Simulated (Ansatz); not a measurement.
ClH$_{10}$NSi$_{3}$

Input file:

```
crystal:
  periodic: [false, false, false]
  atoms:
    - {symbol: Si, position_ang: [0.186431, -1.286617, -1.010695]}
    - {symbol: Cl, position_ang: [1.341383, -0.128304, -2.625958]}
    - {symbol: H, position_ang: [0.190802, 1.115162, -0.980942]}
    - {symbol: N, position_ang: [0.013458, 0.460441, -0.213166]}
    - {symbol: Si, position_ang: [1.316169, 0.676895, 1.019707]}
    - {symbol: Si, position_ang: [-1.662135, 0.562390, 0.455780]}
    - {symbol: H, position_ang: [-0.671444, -1.736305, 0.199707]}
    - {symbol: H, position_ang: [-0.765516, -1.743955, -2.050111]}
    - {symbol: H, position_ang: [1.419444, -2.020469, -0.634685]}
    - {symbol: H, position_ang: [1.252308, -0.514196, 1.890986]}
    - {symbol: H, position_ang: [0.984590, 1.903945, 1.784288]}
    - {symbol: H, position_ang: [2.594888, 0.808878, 0.296954]}
    - {symbol: H, position_ang: [-2.588367, -0.146964, -0.447757]}
    - {symbol: H, position_ang: [-1.641594, 0.033724, 1.834807]}
    - {symbol: H, position_ang: [-1.970517, 2.015374, 0.481084]}
basis:
  gaussian: {orbitals: def2-TZVPP}
hamiltonian: {xc: pbe0, dispersion: d4}
output: {orbitals: {seedname: orbitals}}
```

Command:

```sh
ansatz run in.yaml --threads 4 --pin off --events-out ev --progress --plain --max-ram 46080MiB --backend cuda --devices 0, --max-vram 37GiB
```

The reactant side of a reaction path; geometry: PBE0-D4/def2-TZVP.

Level of theory: RKS PBE0-D4/def2-TZVPP in Ansatz.

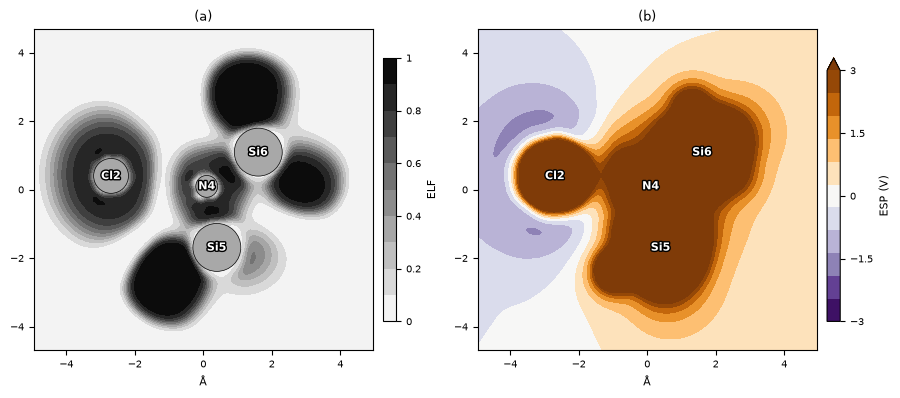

Figure 1. (a) electron localisation function; (b) molecular electrostatic potential on the plane of atoms Si5, N4 and Si6. Grey discs cover the atomic cores in the ELF map.

**Read the bonding off the picture.**

- The section cuts through Cl, N and Si sites.
- Si–N (1.81 Å): the ELF peaks at about 0.90 between the atoms; a shared but strongly polarised pair.
- The ELF also peaks beside Cl2, away from the bonds: lone-pair regions.
- Outside the dense part of the molecule the potential is most negative (−1.5 V) near Cl2.

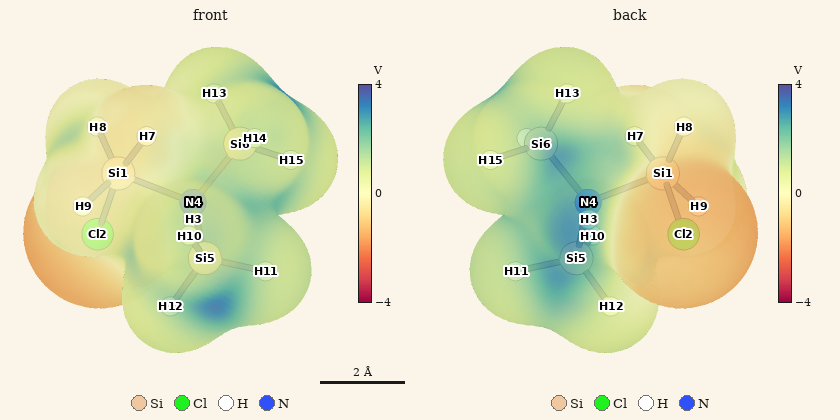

Figure 2. The molecular electrostatic potential painted on the density surface at 0.004 e/bohr³, seen from the front and from behind; red is negative and blue positive.

**Which sites attract a positive test charge, and which a negative one?**

A positive charge is drawn to the negative regions and a negative charge to the positive ones. The most negative region (about −1.5 V) lies over Cl2, the most positive (about +3.1 V) over H3, Si5 and Si6.

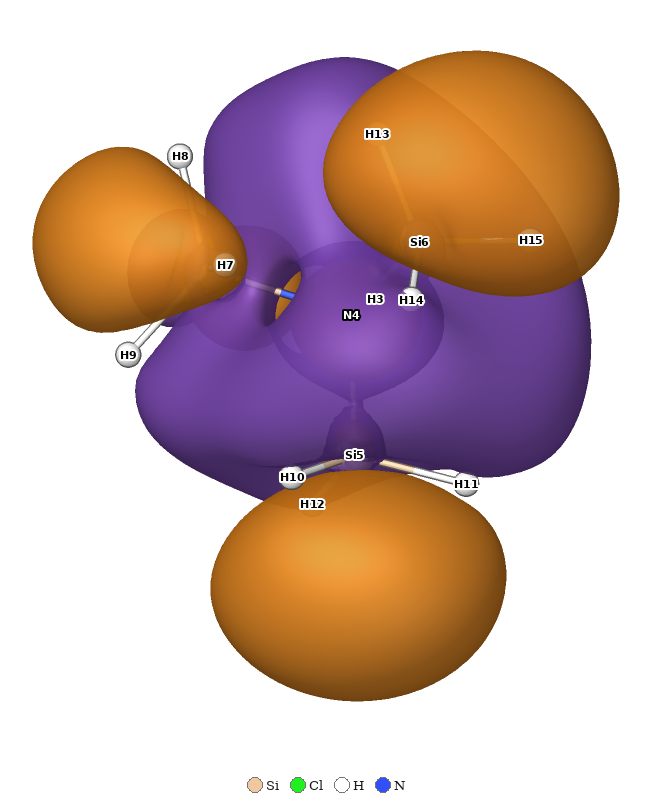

Figure 3. The LUMO at ±0.04 Å⁻³ᐟ² (orange and purple are the two phases), seen at a tilt.

**Where does this orbital lie, and at what energy?**

It lies mainly on Si5 (about 30 %), Si6 (about 25 %), Si1 (about 10 %) and N4 (about 10 %). Its energy is −1.07 eV.
